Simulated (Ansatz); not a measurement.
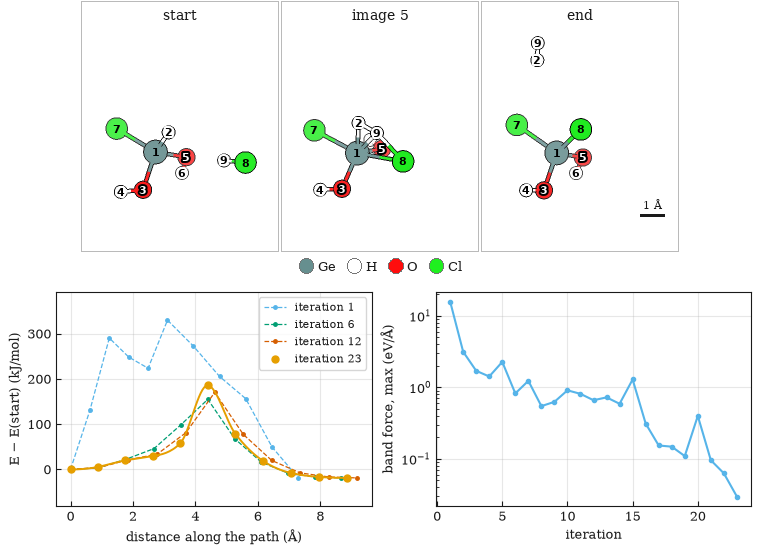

A nudged-elastic-band calculation for GeH4O2Cl2. Images are numbered from 0 (start) to 10 (end). The plot follows the band through its iterations. The picture is a ball-and-stick view, seen from a free direction.

Computed with RKS B3LYP/def2-SVP in Ansatz 0.2.0. Settings: 9 movable images; climbing image; force threshold 0.03 eV/Å; iteration limit 60; starting path through a guess of the saddle point.

**How did the profile develop, and is the result final?**

The result is final at these settings. The band converged in 23 iterations. The largest component of the band force went from 16 to 0.03 eV/Å. The climbing image converged on the top of the path. Its vibrational analysis gives one imaginary mode (1062i cm⁻¹), as a transition state must have. The first iteration put the highest image at 330.1 kJ/mol. The highest point, image 5, lies 185.8 kJ/mol above the start and 204.6 kJ/mol above the end; the end is at −18.7 kJ/mol relative to the start.

The run took 5.7 min on 4 threads of AMD EPYC 7B13 (Zen 3) (shared host), peak memory 0.34 GiB.
